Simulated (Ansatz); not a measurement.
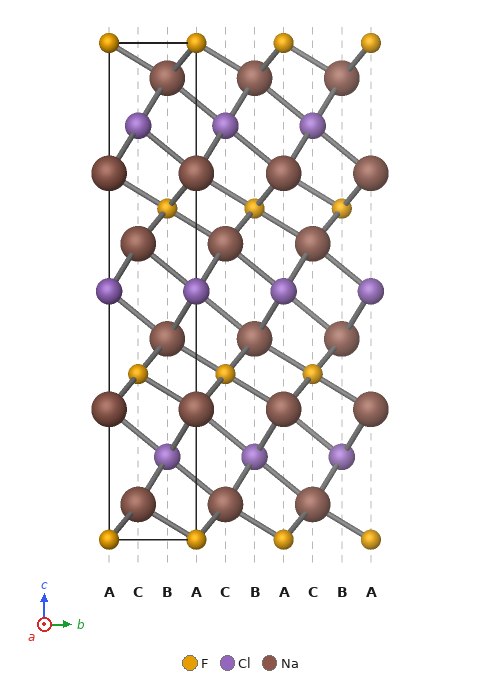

The picture looks along a close-packed row of the hexagonal mesh; c points upwards. The dashed lines mark the three columns A (0, 0), B (1/3, 2/3) and C (2/3, 1/3). The sequence starts with the first layer at or above the cell's origin.

Na₂ClF (space group R-3m, No. 166): the end point of a relaxation with DFT, PBE, plane waves, PAW in Ansatz; the starting structure was generated, so it need not be a known form of this composition.

Question: List the layers of one repeat.

Answer: F(A) – Na(C) – Cl(B) – Na(A) – F(C) – Na(B) – Cl(A) – Na(C) – F(B) – Na(A) – Cl(C) – Na(B) (twelve layers in 18.16 Å).

Question: How are the Cl and F layers alone stacked?

Answer: Cl and F layers alone: ABCABC, the cubic close-packed type.

Question: Which positions between or in the Cl and F layers do the other atoms fill?

Answer: Na: six octahedral sites in each hexagonal cell.
